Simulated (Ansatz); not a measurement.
# Relative energies of C4H4F2 isomers

3 of its isomers, all singlets with charge 0: A = `FCC#CCF`; B = `FC1C=CC1F`; C = `FC1=CC(F)C1`.

Shapes, held fixed at every level: PBE0-D4/def2-TZVP. Programs: Ansatz 0.2.0.

A:

```xyz
10

F     1.1260    0.3109   -2.6133
C    -0.0355    0.6416   -1.9439
C    -0.0034    0.2007   -0.5645
C     0.0039   -0.1640    0.5802
C     0.0306   -0.5894    1.9645
F    -0.5989   -1.8060    2.1375
H    -0.8741    0.1728   -2.4682
H    -0.1553    1.7284   -1.9932
H     1.0656   -0.6916    2.3056
H    -0.4758    0.1454    2.5982
```

B:

```xyz
10

F    -0.8879   -0.2197    1.8933
C    -0.7729   -0.0871    0.5300
C     0.0024   -1.1481   -0.1946
C     0.8362   -0.2756   -0.7652
C     0.3164    0.8905    0.0234
F    -0.1247    1.9794   -0.6901
H    -1.7618    0.1383    0.1230
H    -0.1063   -2.2244   -0.2299
H     1.6150   -0.3517   -1.5129
H     0.9667    1.2473    0.8260
```

C:

```xyz
10

F    -1.3903    0.1596   -1.9427
C    -0.5411    0.1038   -0.9382
C     0.7865    0.1047   -0.8683
C     0.7154   -0.1340    0.6133
F     1.2672    0.8526    1.4029
C    -0.8352   -0.0679    0.5144
H     1.6030    0.1843   -1.5700
H     1.1091   -1.0907    0.9662
H    -1.3814   -0.9684    0.8047
H    -1.2501    0.8049    1.0209
```

Electronic energies in kJ/mol, without zero-point or thermal terms.

```
                level                   kind  B − A  C − A
        HF/def2-TZVPP           Hartree–Fock  -32.8  -35.6
  B3LYP-D4/def2-TZVPP          global hybrid  -38.3  -48.3
  BHLYP-D4/def2-TZVPP          global hybrid  -44.9  -52.4
   PBE0-D4/def2-TZVPP          global hybrid  -64.3  -78.6
r2SCAN0-D4/def2-TZVPP          global hybrid  -60.1  -73.6
        CCSD/def2-SVP  coupled cluster or CI  -49.8  -57.8
 CCSD(T)/CBS estimate  coupled cluster or CI  -51.2  -58.2
```

The highest level, CCSD(T)/CBS estimate, puts C lowest of these. All levels agree on that. The B − A difference spans -64.3 to -32.8 kJ/mol over the levels. The CBS estimate extrapolates MP2 from def2-TZVPP and def2-QZVPP and adds CCSD(T) − MP2 in the triple-zeta set, cores frozen.

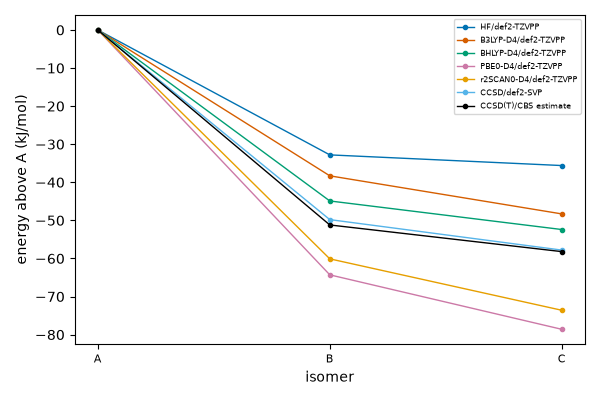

Relative energies of the isomers.
